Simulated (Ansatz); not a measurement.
# NOF (nitrosyl fluoride) at CCSD/STO-3G

Aim: the electronic atomisation energy of NOF (nitrosyl fluoride) at CCSD/STO-3G, from 4 runs. 

Program for the calculation: Ansatz 0.2.0.

66 further runs of the same task are left out: 15 that didn't finish, 51 set aside as unsound or not needed.

## 1. The structure to begin with

NOF: 3 atoms, total charge 0, spin state singlet. As SMILES, `O=NF`. The coordinates come from a GFN2-xTB relaxation.

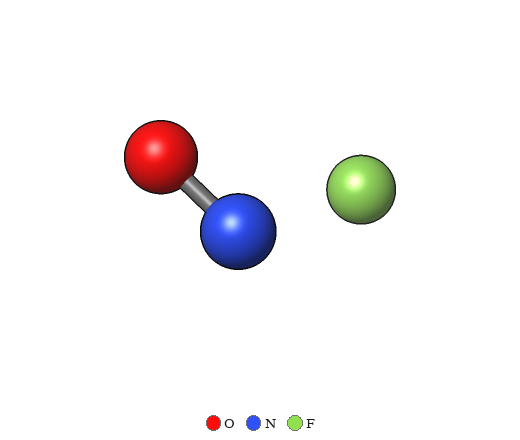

Viewed from a chosen angle; oxygen red, nitrogen blue, fluorine green.

## 2. The energy at CCSD/STO-3G

job.yaml reads:

```yaml
crystal:
  periodic: [false, false, false]
  atoms:
    - {symbol: O, position_ang: [0.881240, 0.243070, 0.511850]}
    - {symbol: "N", position_ang: [0.147270, -0.481640, 0.029090]}
    - {symbol: F, position_ang: [-1.028520, 0.238580, -0.540950]}
basis:
  gaussian: {orbitals: STO-3G}
correlation: {method: ccsd, frozen_orbitals: {F: 1, "N": 1, O: 1}}
accuracy: high
scf: {omitted_lower_state_checks: [cluster_reference, increment]}
```

Command:

```console
$ ansatz run job.yaml --threads 1 --pin off --max-ram 2610MiB --events-out events.jsonl --progress --plain --runs-dir runs
```

The log of the run:

```text
Warning: RAYON_NUM_THREADS=1 ignored (pool sized by the plan → 1); use --threads N
[... 11 lines left out ...]
3 core orbitals not correlated: weight in the atoms' cores, before any rotation towards them, 1.000 or more for the frozen orbitals, at most 0.000 for the correlated occupied ones
[... 26 lines left out ...]
Total energy: -6141.01410547 eV, -225.6781058471 hartree
Checks for a lower state left out: cluster_reference, increment
```

Wall time 0.18 s (1 thread of Arm Neoverse V1, shared host).

## 3. The F atom, same level

molecule.yaml reads:

```yaml
basis:
  gaussian:
    orbitals: STO-3G
crystal:
  periodic: [false, false, false]
  atoms:
    - symbol: F
      position_ang: [0.000000, 0.000000, 0.000000]
magnetization:
  spin_polarized: true
  initial_magnetization: 1
correlation:
  method: ccsd
  frozen_orbitals: {F: 1}
accuracy: high
scf:
  omitted_lower_state_checks: [cluster_reference, increment]
```

Run the same way, it converges to -97.98651 Eh (log not shown).

## 4. The N atom at the same level

job.yaml reads:

```yaml
crystal:
  periodic: [false, false, false]
  atoms:
    - {symbol: "N", position_ang: [0.000000, 0.000000, 0.000000]}
basis:
  gaussian: {orbitals: STO-3G}
magnetization: {spin_polarized: true, initial_magnetization: 3}
correlation: {method: ccsd, frozen_orbitals: {"N": 1}}
accuracy: high
scf: {omitted_lower_state_checks: [cluster_reference, increment]}
```

Run the same way, it converges to -53.71901 Eh (log not shown).

## 5. The O atom at the same level

input.yaml reads:

```yaml
basis:
  gaussian:
    orbitals: STO-3G
crystal:
  periodic: [false, false, false]
  atoms:
    - symbol: O
      position_ang: [0.000000, 0.000000, 0.000000]
magnetization:
  spin_polarized: true
  initial_magnetization: 2
correlation:
  method: ccsd
  frozen_orbitals: {O: 1}
accuracy: high
scf:
  omitted_lower_state_checks: [cluster_reference, increment]
```

Run the same way, it converges to -73.80415 Eh (log not shown).

## 6. Outcome

At CCSD/STO-3G, 3 core orbitals frozen:

```
                                             quantity          value
                               molecule: total energy  -225.67811 Eh
molecule: correlation energy (3 core orbitals frozen)     -176.1 mEh
                              molecule: T1 diagnostic          0.021
                                 F atom: total energy   -97.98651 Eh
   F atom: correlation energy (1 core orbital frozen)        0.0 mEh
            F atom: ⟨S²⟩ of the reference determinant          0.750
                                F atom: T1 diagnostic          0.000
                                 N atom: total energy   -53.71901 Eh
   N atom: correlation energy (1 core orbital frozen)        0.0 mEh
            N atom: ⟨S²⟩ of the reference determinant          3.750
                                N atom: T1 diagnostic          0.000
                                 O atom: total energy   -73.80415 Eh
   O atom: correlation energy (1 core orbital frozen)        0.0 mEh
            O atom: ⟨S²⟩ of the reference determinant          2.000
                                O atom: T1 diagnostic          0.000
                        electronic atomisation energy       4.583 eV
```

**Reading.** Taking the molecule apart into free atoms costs 4.58 eV (442 kJ/mol), before zero-point energy and without spin-orbit coupling. In a minimal basis such a difference can be off by several eV, whatever the method. The T1 diagnostic (molecule) of 0.021 is above the customary mark for such species, so a single reference may not serve. The restricted solution (molecule) is unstable to spin breaking: an unrestricted one lies lower.
